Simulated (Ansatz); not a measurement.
## Run report: GaPNH6Cl, molecular dynamics (part 1 of 5)

GaPNH6Cl, computed with RHF/def2-SVP (Ansatz 0.2.0).

It belongs to a series of runs on one base structure; here: dynamics from the highest image of the converged band. Figures and captions count atoms from 1; the log counts them from 0 in places.

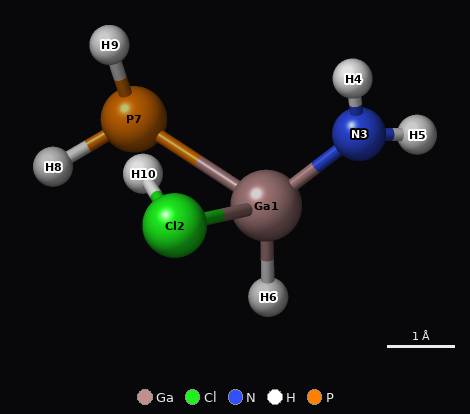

Fig. 1: The structure as given in the input (ball-and-stick view, seen on its broad side; atoms are numbered from 1 in the order of the input). Sticks mark near contacts.

Key numbers:

```csv
quantity,value
outcome,finished
mean temperature over the second half,1739 K
trajectory,"197 steps, 98.5 fs"
ensemble,nve
temperature in the input,100.0 K
time step,0.5 fs
potential energy (last step),−75673.1712 eV
mean-field energy (last step),−75673.1712 eV
largest force (length of the vector) (last step),2.034 eV/Å
hardware,"2 threads of Intel Xeon @ 2.50GHz (Skylake/Cascade Lake), 32 GiB of memory available, shared host"
wall time,7.1 min (CPU time 13 min)
peak memory,0.28 GiB
```

Notes:

So short a trajectory is not equilibrated.

Input:
```yaml
crystal:
  periodic: [false, false, false]
  atoms:
    - { symbol: Ga, position_ang: [0.087907, 0.396521, -0.173799] }
    - { symbol: Cl, position_ang: [0.395235, -0.304134, 2.225515] }
    - { symbol: "N", position_ang: [1.576962, -0.171101, -1.045154] }
    - { symbol: H, position_ang: [2.507811, -0.045726, -0.700044] }
    - { symbol: H, position_ang: [1.576732, -0.35563, -2.028981] }
    - { symbol: H, position_ang: [-1.401543, 0.158973, -0.537744] }
    - { symbol: P, position_ang: [0.318409, 2.721185, 0.727317] }
    - { symbol: H, position_ang: [-0.61277, 3.071101, 1.719763] }
    - { symbol: H, position_ang: [1.520512, 2.999007, 1.400579] }
    - { symbol: H, position_ang: [0.392544, 1.155305, 1.747849] }
basis:
  gaussian: { orbitals: def2-SVP }
hamiltonian:
  xc: hf
md:
  timestep: 0.5
  n_steps: 197
  ensemble: nve
  temperature: 100.0
  initial_velocities: maxwell_boltzmann
  seed: 11141
```

Launch command:
```bash
ansatz run input.yaml --threads 2 --pin off --max-ram 3072MiB --backend cpu --events-out ev --progress --plain --runs-dir out
```

Output:
```
Engine: ansatz 0.2.0, x86_64-unknown-linux-gnu
Functional definition: HF
  exchange = exact_x
  correlation = 0
1168 factors; integrals over basis functions are off by at most 4.8e-4 eV
mean field evaluation 1: about -75668.2328 eV, gradient 3.4e1 eV
mean field evaluation 2: about -75668.2766 eV, gradient 3.4e1 eV
mean field evaluation 4: about -75671.2467 eV, gradient 2.9e0 eV
mean field evaluation 8: about -75671.2876 eV, gradient 2.3e-1 eV
mean field -75671.28792692 eV, -2780.8685394731 hartree, gradient 4.2e-5 eV, S^2 0.000000; 0 other end points of the search recorded, 0 dependent functions left out
the calculation of the forces begins
reference -75671.28792692 eV, -2780.8685394731 hartree; 38, 38 occupied and 74, 74 virtual orbitals, 1168 factors
md step     0: t =     0.00 fs  T =   100.0 K  F+E_penalty+E_count = -75671.28792692 eV  E_kin = 0.103408 eV  conserved = -75671.18451892 eV  (37 SCF iters)
these checks for a lower state are left out or cut short: starts, cluster_reference, orbital_swaps, neighbouring_geometries, increment
1168 factors; integrals over basis functions are off by at most 4.6e-4 eV
mean field evaluation 16: about -75671.2858 eV, gradient 1.1e-3 eV
mean field -75671.28578332 eV, -2780.8684606972 hartree, gradient 1.7e-5 eV, S^2 0.000000; 0 other end points of the search recorded, 0 dependent functions left out
the calculation of the forces begins
reference -75671.28578332 eV, -2780.8684606972 hartree; 38, 38 occupied and 74, 74 virtual orbitals, 1168 factors
md step     1: t =     0.50 fs  T =    98.0 K  F+E_penalty+E_count = -75671.28578332 eV  E_kin = 0.101317 eV  conserved = -75671.18446620 eV  (28 SCF iters)
[... from here on the SCF iterations and repeated set-up lines of each step are left out, up to the last step ...]
md step     2: t =     1.00 fs  T =    92.9 K  F+E_penalty+E_count = -75671.28043835 eV  E_kin = 0.096111 eV  conserved = -75671.18432700 eV  (30 SCF iters)
md step     3: t =     1.50 fs  T =    86.9 K  F+E_penalty+E_count = -75671.27404931 eV  E_kin = 0.089882 eV  conserved = -75671.18416775 eV  (28 SCF iters)
md step     4: t =     2.00 fs  T =    82.2 K  F+E_penalty+E_count = -75671.26907024 eV  E_kin = 0.085001 eV  conserved = -75671.18406947 eV  (27 SCF iters)
md step     5: t =     2.50 fs  T =    80.2 K  F+E_penalty+E_count = -75671.26701906 eV  E_kin = 0.082942 eV  conserved = -75671.18407712 eV  (28 SCF iters)
md step     6: t =     3.00 fs  T =    80.9 K  F+E_penalty+E_count = -75671.26779547 eV  E_kin = 0.083624 eV  conserved = -75671.18417100 eV  (28 SCF iters)
md step     7: t =     3.50 fs  T =    82.9 K  F+E_penalty+E_count = -75671.26997359 eV  E_kin = 0.085690 eV  conserved = -75671.18428398 eV  (28 SCF iters)
md step     8: t =     4.00 fs  T =    84.6 K  F+E_penalty+E_count = -75671.27181070 eV  E_kin = 0.087461 eV  conserved = -75671.18434963 eV  (29 SCF iters)
md step     9: t =     4.50 fs  T =    85.0 K  F+E_penalty+E_count = -75671.27226719 eV  E_kin = 0.087928 eV  conserved = -75671.18433968 eV  (29 SCF iters)
md step    10: t =     5.00 fs  T =    84.3 K  F+E_penalty+E_count = -75671.27146448 eV  E_kin = 0.087195 eV  conserved = -75671.18426948 eV  (29 SCF iters)
md step    11: t =     5.50 fs  T =    83.4 K  F+E_penalty+E_count = -75671.27047087 eV  E_kin = 0.086291 eV  conserved = -75671.18417967 eV  (29 SCF iters)
md step    12: t =     6.00 fs  T =    83.7 K  F+E_penalty+E_count = -75671.27068070 eV  E_kin = 0.086569 eV  conserved = -75671.18411184 eV  (28 SCF iters)
md step    13: t =     6.50 fs  T =    86.1 K  F+E_penalty+E_count = -75671.27316137 eV  E_kin = 0.089070 eV  conserved = -75671.18409107 eV  (28 SCF iters)
md step    14: t =     7.00 fs  T =    91.0 K  F+E_penalty+E_count = -75671.27825410 eV  E_kin = 0.094137 eV  conserved = -75671.18411714 eV  (27 SCF iters)
md step    15: t =     7.50 fs  T =    98.1 K  F+E_penalty+E_count = -75671.28557114 eV  E_kin = 0.101406 eV  conserved = -75671.18416532 eV  (28 SCF iters)
md step    16: t =     8.00 fs  T =   106.6 K  F+E_penalty+E_count = -75671.29439144 eV  E_kin = 0.110199 eV  conserved = -75671.18419265 eV  (28 SCF iters)
md step    17: t =     8.50 fs  T =   116.2 K  F+E_penalty+E_count = -75671.30434006 eV  E_kin = 0.120187 eV  conserved = -75671.18415337 eV  (28 SCF iters)
md step    18: t =     9.00 fs  T =   127.7 K  F+E_penalty+E_count = -75671.31610431 eV  E_kin = 0.132084 eV  conserved = -75671.18402053 eV  (28 SCF iters)
md step    19: t =     9.50 fs  T =   143.2 K  F+E_penalty+E_count = -75671.33183950 eV  E_kin = 0.148031 eV  conserved = -75671.18380850 eV  (28 SCF iters)
md step    20: t =    10.00 fs  T =   165.7 K  F+E_penalty+E_count = -75671.35493222 eV  E_kin = 0.171352 eV  conserved = -75671.18358004 eV  (34 SCF iters)
md step    21: t =    10.50 fs  T =   198.8 K  F+E_penalty+E_count = -75671.38904260 eV  E_kin = 0.205619 eV  conserved = -75671.18342340 eV  (35 SCF iters)
md step    22: t =    11.00 fs  T =   245.0 K  F+E_penalty+E_count = -75671.43678524 eV  E_kin = 0.253375 eV  conserved = -75671.18341009 eV  (34 SCF iters)
md step    23: t =    11.50 fs  T =   304.7 K  F+E_penalty+E_count = -75671.49868591 eV  E_kin = 0.315118 eV  conserved = -75671.18356831 eV  (34 SCF iters)
md step    24: t =    12.00 fs  T =   376.1 K  F+E_penalty+E_count = -75671.57281449 eV  E_kin = 0.388917 eV  conserved = -75671.18389723 eV  (39 SCF iters)
md step    25: t =    12.50 fs  T =   455.0 K  F+E_penalty+E_count = -75671.65487074 eV  E_kin = 0.470456 eV  conserved = -75671.18441428 eV  (34 SCF iters)
md step    26: t =    13.00 fs  T =   534.7 K  F+E_penalty+E_count = -75671.73806700 eV  E_kin = 0.552889 eV  conserved = -75671.18517792 eV  (34 SCF iters)
md step    27: t =    13.50 fs  T =   605.6 K  F+E_penalty+E_count = -75671.81247191 eV  E_kin = 0.626224 eV  conserved = -75671.18624755 eV  (33 SCF iters)
md step    28: t =    14.00 fs  T =   654.6 K  F+E_penalty+E_count = -75671.86442623 eV  E_kin = 0.676859 eV  conserved = -75671.18756743 eV  (33 SCF iters)
md step    29: t =    14.50 fs  T =   666.2 K  F+E_penalty+E_count = -75671.87774921 eV  E_kin = 0.688940 eV  conserved = -75671.18880912 eV  (34 SCF iters)
md step    30: t =    15.00 fs  T =   628.3 K  F+E_penalty+E_count = -75671.83898615 eV  E_kin = 0.649710 eV  conserved = -75671.18927659 eV  (34 SCF iters)
md step    31: t =    15.50 fs  T =   541.1 K  F+E_penalty+E_count = -75671.74768507 eV  E_kin = 0.559559 eV  conserved = -75671.18812587 eV  (34 SCF iters)
md step    32: t =    16.00 fs  T =   428.1 K  F+E_penalty+E_count = -75671.62783108 eV  E_kin = 0.442700 eV  conserved = -75671.18513146 eV  (33 SCF iters)
md step    33: t =    16.50 fs  T =   336.1 K  F+E_penalty+E_count = -75671.52913778 eV  E_kin = 0.347553 eV  conserved = -75671.18158463 eV  (34 SCF iters)
md step    34: t =    17.00 fs  T =   315.9 K  F+E_penalty+E_count = -75671.50658599 eV  E_kin = 0.326669 eV  conserved = -75671.17991684 eV  (28 SCF iters)
md step    35: t =    17.50 fs  T =   390.5 K  F+E_penalty+E_count = -75671.58529167 eV  E_kin = 0.403781 eV  conserved = -75671.18151023 eV  (28 SCF iters)
md step    36: t =    18.00 fs  T =   537.7 K  F+E_penalty+E_count = -75671.74118771 eV  E_kin = 0.556033 eV  conserved = -75671.18515453 eV  (34 SCF iters)
md step    37: t =    18.50 fs  T =   705.6 K  F+E_penalty+E_count = -75671.91804441 eV  E_kin = 0.729655 eV  conserved = -75671.18838955 eV  (33 SCF iters)
md step    38: t =    19.00 fs  T =   844.4 K  F+E_penalty+E_count = -75672.06295728 eV  E_kin = 0.873170 eV  conserved = -75671.18978692 eV  (33 SCF iters)
md step    39: t =    19.50 fs  T =   927.6 K  F+E_penalty+E_count = -75672.14874133 eV  E_kin = 0.959253 eV  conserved = -75671.18948846 eV  (34 SCF iters)
md step    40: t =    20.00 fs  T =   953.2 K  F+E_penalty+E_count = -75672.17395836 eV  E_kin = 0.985636 eV  conserved = -75671.18832239 eV  (34 SCF iters)
md step    41: t =    20.50 fs  T =   933.0 K  F+E_penalty+E_count = -75672.15180749 eV  E_kin = 0.964822 eV  conserved = -75671.18698531 eV  (33 SCF iters)
md step    42: t =    21.00 fs  T =   883.9 K  F+E_penalty+E_count = -75672.09979770 eV  E_kin = 0.913985 eV  conserved = -75671.18581309 eV  (33 SCF iters)
md step    43: t =    21.50 fs  T =   821.4 K  F+E_penalty+E_count = -75672.03427139 eV  E_kin = 0.849384 eV  conserved = -75671.18488787 eV  (35 SCF iters)
md step    44: t =    22.00 fs  T =   758.6 K  F+E_penalty+E_count = -75671.96867712 eV  E_kin = 0.784485 eV  conserved = -75671.18419176 eV  (34 SCF iters)
md step    45: t =    22.50 fs  T =   705.7 K  F+E_penalty+E_count = -75671.91348445 eV  E_kin = 0.729795 eV  conserved = -75671.18368923 eV  (34 SCF iters)
md step    46: t =    23.00 fs  T =   670.3 K  F+E_penalty+E_count = -75671.87647279 eV  E_kin = 0.693121 eV  conserved = -75671.18335228 eV  (35 SCF iters)
md step    47: t =    23.50 fs  T =   657.4 K  F+E_penalty+E_count = -75671.86298900 eV  E_kin = 0.679830 eV  conserved = -75671.18315854 eV  (35 SCF iters)
md step    48: t =    24.00 fs  T =   670.3 K  F+E_penalty+E_count = -75671.87618325 eV  E_kin = 0.693097 eV  conserved = -75671.18308622 eV  (39 SCF iters)
md step    49: t =    24.50 fs  T =   710.0 K  F+E_penalty+E_count = -75671.91728806 eV  E_kin = 0.734172 eV  conserved = -75671.18311625 eV  (35 SCF iters)
md step    50: t =    25.00 fs  T =   776.2 K  F+E_penalty+E_count = -75671.98591212 eV  E_kin = 0.802673 eV  conserved = -75671.18323912 eV  (35 SCF iters)
md step    51: t =    25.50 fs  T =   867.2 K  F+E_penalty+E_count = -75672.08022671 eV  E_kin = 0.896759 eV  conserved = -75671.18346731 eV  (34 SCF iters)
md step    52: t =    26.00 fs  T =   979.6 K  F+E_penalty+E_count = -75672.19685162 eV  E_kin = 1.013005 eV  conserved = -75671.18384633 eV  (34 SCF iters)
md step    53: t =    26.50 fs  T =  1108.0 K  F+E_penalty+E_count = -75672.33024884 eV  E_kin = 1.145789 eV  conserved = -75671.18445961 eV  (34 SCF iters)
md step    54: t =    27.00 fs  T =  1243.8 K  F+E_penalty+E_count = -75672.47156069 eV  E_kin = 1.286152 eV  conserved = -75671.18540879 eV  (34 SCF iters)
md step    55: t =    27.50 fs  T =  1373.7 K  F+E_penalty+E_count = -75672.60724261 eV  E_kin = 1.420501 eV  conserved = -75671.18674207 eV  (33 SCF iters)
md step    56: t =    28.00 fs  T =  1479.9 K  F+E_penalty+E_count = -75672.71863032 eV  E_kin = 1.530316 eV  conserved = -75671.18831424 eV  (34 SCF iters)
md step    57: t =    28.50 fs  T =  1542.3 K  F+E_penalty+E_count = -75672.78451982 eV  E_kin = 1.594897 eV  conserved = -75671.18962328 eV  (33 SCF iters)
md step    58: t =    29.00 fs  T =  1546.5 K  F+E_penalty+E_count = -75672.78898407 eV  E_kin = 1.599199 eV  conserved = -75671.18978529 eV  (34 SCF iters)
md step    59: t =    29.50 fs  T =  1495.3 K  F+E_penalty+E_count = -75672.73420877 eV  E_kin = 1.546251 eV  conserved = -75671.18795793 eV  (33 SCF iters)
md step    60: t =    30.00 fs  T =  1418.8 K  F+E_penalty+E_count = -75672.65153251 eV  E_kin = 1.467203 eV  conserved = -75671.18432996 eV  (34 SCF iters)
md step    61: t =    30.50 fs  T =  1369.3 K  F+E_penalty+E_count = -75672.59679648 eV  E_kin = 1.415962 eV  conserved = -75671.18083402 eV  (34 SCF iters)
md step    62: t =    31.00 fs  T =  1394.2 K  F+E_penalty+E_count = -75672.62169625 eV  E_kin = 1.441672 eV  conserved = -75671.18002403 eV  (34 SCF iters)
md step    63: t =    31.50 fs  T =  1504.2 K  F+E_penalty+E_count = -75672.73804299 eV  E_kin = 1.555495 eV  conserved = -75671.18254800 eV  (34 SCF iters)
md step    64: t =    32.00 fs  T =  1665.6 K  F+E_penalty+E_count = -75672.90882284 eV  E_kin = 1.722371 eV  conserved = -75671.18645163 eV  (34 SCF iters)
md step    65: t =    32.50 fs  T =  1823.7 K  F+E_penalty+E_count = -75673.07516460 eV  E_kin = 1.885847 eV  conserved = -75671.18931774 eV  (33 SCF iters)
md step    66: t =    33.00 fs  T =  1934.9 K  F+E_penalty+E_count = -75673.19106420 eV  E_kin = 2.000856 eV  conserved = -75671.19020860 eV  (34 SCF iters)
md step    67: t =    33.50 fs  T =  1981.6 K  F+E_penalty+E_count = -75673.23867524 eV  E_kin = 2.049106 eV  conserved = -75671.18956892 eV  (33 SCF iters)
md step    68: t =    34.00 fs  T =  1968.3 K  F+E_penalty+E_count = -75673.22362920 eV  E_kin = 2.035390 eV  conserved = -75671.18823886 eV  (33 SCF iters)
md step    69: t =    34.50 fs  T =  1911.6 K  F+E_penalty+E_count = -75673.16354017 eV  E_kin = 1.976730 eV  conserved = -75671.18681023 eV  (33 SCF iters)
md step    70: t =    35.00 fs  T =  1831.0 K  F+E_penalty+E_count = -75673.07897675 eV  E_kin = 1.893437 eV  conserved = -75671.18554005 eV  (34 SCF iters)
md step    71: t =    35.50 fs  T =  1744.8 K  F+E_penalty+E_count = -75672.98880381 eV  E_kin = 1.804255 eV  conserved = -75671.18454848 eV  (33 SCF iters)
md step    72: t =    36.00 fs  T =  1667.5 K  F+E_penalty+E_count = -75672.90816175 eV  E_kin = 1.724298 eV  conserved = -75671.18386415 eV  (36 SCF iters)
md step    73: t =    36.50 fs  T =  1609.4 K  F+E_penalty+E_count = -75672.84774562 eV  E_kin = 1.664263 eV  conserved = -75671.18348294 eV  (34 SCF iters)
md step    74: t =    37.00 fs  T =  1576.6 K  F+E_penalty+E_count = -75672.81369931 eV  E_kin = 1.630340 eV  conserved = -75671.18335938 eV  (34 SCF iters)
md step    75: t =    37.50 fs  T =  1571.3 K  F+E_penalty+E_count = -75672.80821409 eV  E_kin = 1.624807 eV  conserved = -75671.18340677 eV  (35 SCF iters)
md step    76: t =    38.00 fs  T =  1593.0 K  F+E_penalty+E_count = -75672.83077329 eV  E_kin = 1.647264 eV  conserved = -75671.18350883 eV  (35 SCF iters)
md step    77: t =    38.50 fs  T =  1640.1 K  F+E_penalty+E_count = -75672.87965830 eV  E_kin = 1.696008 eV  conserved = -75671.18365055 eV  (34 SCF iters)
md step    78: t =    39.00 fs  T =  1710.6 K  F+E_penalty+E_count = -75672.95268121 eV  E_kin = 1.768858 eV  conserved = -75671.18382283 eV  (34 SCF iters)
md step    79: t =    39.50 fs  T =  1801.6 K  F+E_penalty+E_count = -75673.04712378 eV  E_kin = 1.863025 eV  conserved = -75671.18409856 eV  (33 SCF iters)
md step    80: t =    40.00 fs  T =  1909.0 K  F+E_penalty+E_count = -75673.15865858 eV  E_kin = 1.974077 eV  conserved = -75671.18458127 eV  (33 SCF iters)
md step    81: t =    40.50 fs  T =  2025.5 K  F+E_penalty+E_count = -75673.27984811 eV  E_kin = 2.094482 eV  conserved = -75671.18536636 eV  (23 SCF iters)
md step    82: t =    41.00 fs  T =  2139.4 K  F+E_penalty+E_count = -75673.39882203 eV  E_kin = 2.212325 eV  conserved = -75671.18649690 eV  (23 SCF iters)
md step    83: t =    41.50 fs  T =  2234.8 K  F+E_penalty+E_count = -75673.49886508 eV  E_kin = 2.310972 eV  conserved = -75671.18789314 eV  (23 SCF iters)
md step    84: t =    42.00 fs  T =  2292.6 K  F+E_penalty+E_count = -75673.55997382 eV  E_kin = 2.370725 eV  conserved = -75671.18924909 eV  (23 SCF iters)
md step    85: t =    42.50 fs  T =  2295.6 K  F+E_penalty+E_count = -75673.56381551 eV  E_kin = 2.373885 eV  conserved = -75671.18993063 eV  (23 SCF iters)
md step    86: t =    43.00 fs  T =  2237.7 K  F+E_penalty+E_count = -75673.50312084 eV  E_kin = 2.313975 eV  conserved = -75671.18914621 eV  (23 SCF iters)
md step    87: t =    43.50 fs  T =  2133.8 K  F+E_penalty+E_count = -75673.39300439 eV  E_kin = 2.206546 eV  conserved = -75671.18645860 eV  (23 SCF iters)
md step    88: t =    44.00 fs  T =  2024.0 K  F+E_penalty+E_count = -75673.27568218 eV  E_kin = 2.092945 eV  conserved = -75671.18273751 eV  (23 SCF iters)
md step    89: t =    44.50 fs  T =  1959.5 K  F+E_penalty+E_count = -75673.20650810 eV  E_kin = 2.026275 eV  conserved = -75671.18023285 eV  (23 SCF iters)
md step    90: t =    45.00 fs  T =  1973.9 K  F+E_penalty+E_count = -75673.22195463 eV  E_kin = 2.041148 eV  conserved = -75671.18080652 eV  (23 SCF iters)
md step    91: t =    45.50 fs  T =  2059.6 K  F+E_penalty+E_count = -75673.31377559 eV  E_kin = 2.129768 eV  conserved = -75671.18400745 eV  (23 SCF iters)
md step    92: t =    46.00 fs  T =  2173.3 K  F+E_penalty+E_count = -75673.43497834 eV  E_kin = 2.247389 eV  conserved = -75671.18758917 eV  (23 SCF iters)
md step    93: t =    46.50 fs  T =  2264.4 K  F+E_penalty+E_count = -75673.53123762 eV  E_kin = 2.341566 eV  conserved = -75671.18967185 eV  (23 SCF iters)
md step    94: t =    47.00 fs  T =  2300.2 K  F+E_penalty+E_count = -75673.56846236 eV  E_kin = 2.378576 eV  conserved = -75671.18988617 eV  (23 SCF iters)
md step    95: t =    47.50 fs  T =  2273.5 K  F+E_penalty+E_count = -75673.53981214 eV  E_kin = 2.350946 eV  conserved = -75671.18886626 eV  (24 SCF iters)
md step    96: t =    48.00 fs  T =  2195.5 K  F+E_penalty+E_count = -75673.45768669 eV  E_kin = 2.270286 eV  conserved = -75671.18740065 eV  (24 SCF iters)
md step    97: t =    48.50 fs  T =  2085.3 K  F+E_penalty+E_count = -75673.34242325 eV  E_kin = 2.156407 eV  conserved = -75671.18601619 eV  (24 SCF iters)
md step    98: t =    49.00 fs  T =  1962.4 K  F+E_penalty+E_count = -75673.21418889 eV  E_kin = 2.029242 eV  conserved = -75671.18494703 eV  (22 SCF iters)
md step    99: t =    49.50 fs  T =  1842.0 K  F+E_penalty+E_count = -75673.08905656 eV  E_kin = 1.904823 eV  conserved = -75671.18423332 eV  (23 SCF iters)
md step   100: t =    50.00 fs  T =  1735.1 K  F+E_penalty+E_count = -75672.97805302 eV  E_kin = 1.794235 eV  conserved = -75671.18381839 eV  (27 SCF iters)
md step   101: t =    50.50 fs  T =  1648.0 K  F+E_penalty+E_count = -75672.88779742 eV  E_kin = 1.704187 eV  conserved = -75671.18361082 eV  (34 SCF iters)
md step   102: t =    51.00 fs  T =  1584.3 K  F+E_penalty+E_count = -75672.82177346 eV  E_kin = 1.638254 eV  conserved = -75671.18351928 eV  (35 SCF iters)
md step   103: t =    51.50 fs  T =  1545.5 K  F+E_penalty+E_count = -75672.78166003 eV  E_kin = 1.598185 eV  conserved = -75671.18347535 eV  (34 SCF iters)
md step   104: t =    52.00 fs  T =  1532.7 K  F+E_penalty+E_count = -75672.76834611 eV  E_kin = 1.584897 eV  conserved = -75671.18344948 eV  (34 SCF iters)
md step   105: t =    52.50 fs  T =  1546.2 K  F+E_penalty+E_count = -75672.78234741 eV  E_kin = 1.598883 eV  conserved = -75671.18346460 eV  (35 SCF iters)
md step   106: t =    53.00 fs  T =  1585.8 K  F+E_penalty+E_count = -75672.82343521 eV  E_kin = 1.639842 eV  conserved = -75671.18359296 eV  (34 SCF iters)
md step   107: t =    53.50 fs  T =  1649.4 K  F+E_penalty+E_count = -75672.88954004 eV  E_kin = 1.705609 eV  conserved = -75671.18393089 eV  (34 SCF iters)
md step   108: t =    54.00 fs  T =  1731.8 K  F+E_penalty+E_count = -75672.97533474 eV  E_kin = 1.790775 eV  conserved = -75671.18455970 eV  (35 SCF iters)
```
